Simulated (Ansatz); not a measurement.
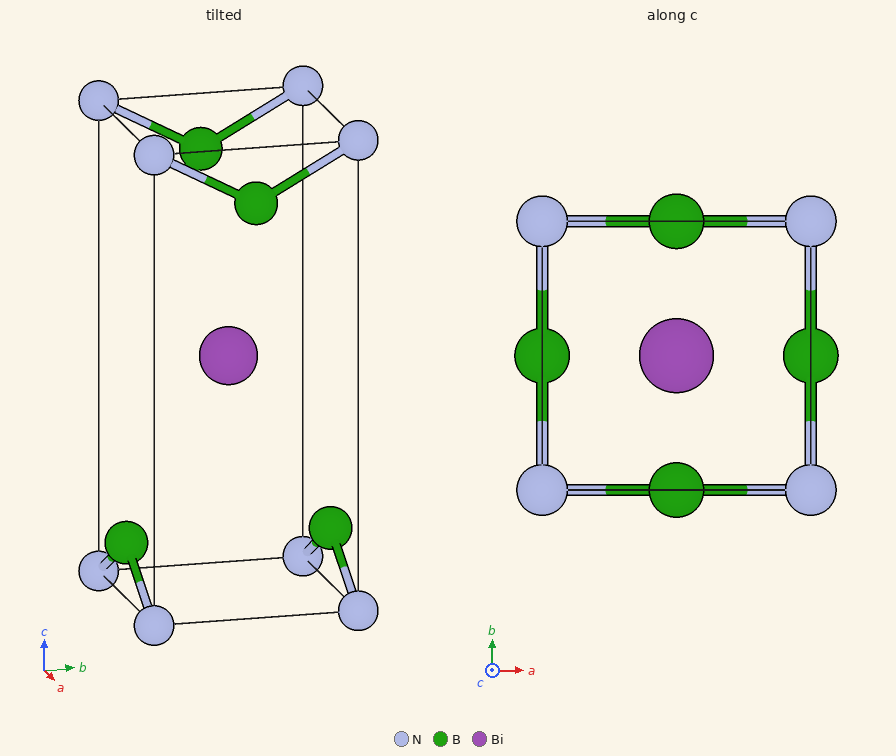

We look at a ball-and-stick model of the crystal slightly off an axis and along the c axis. The lines enclose the conventional unit cell; boundary atoms appear with their images.

BiB$_{2}$N, space group P-4m2 (No. 115), a = 2.828 Å, b = 2.828 Å, c = 6.526 Å, α = 90.00°, β = 90.00°, γ = 90.00°. The initial geometry was a structure type filled with these elements by a generator (whether the compound takes this form wasn't checked). Earlier steps of the study may have refined or changed the cell and positions. Ansatz was used for an electronic-structure calculation on it.

This one geometry was computed with Ansatz (DFT, plane waves, PAW) at three levels of theory: r2SCAN, PBE with spin-orbit coupling and PBE. It was relaxed beforehand with r2SCAN.

> Which level gives the highest pressure at this volume, and what does that say about its equilibrium volume?

Highest: PBE with spin-orbit coupling (2.3 GPa), which points to the largest equilibrium volume. Lowest, with the smallest volume: r2SCAN (0.3 GPa). Levels within 0.5 GPa of each other can't be told apart.

> How does the band gap change with the level of theory?

All levels give a metal.

> Collect the results in a table.

| level | cutoff (eV) | k-mesh of the run's cell | gap (eV) | pressure (GPa) |
| --- | --- | --- | --- | --- |
| r2SCAN | 500 | 10×10×4 | metal | 0.3 |
| PBE with spin-orbit coupling | 420 | 10×10×4 | metal | 2.3 |
| PBE | 420 | 10×10×4 | metal | 1.7 |

Gaps are taken on the k-mesh or band path of each run.
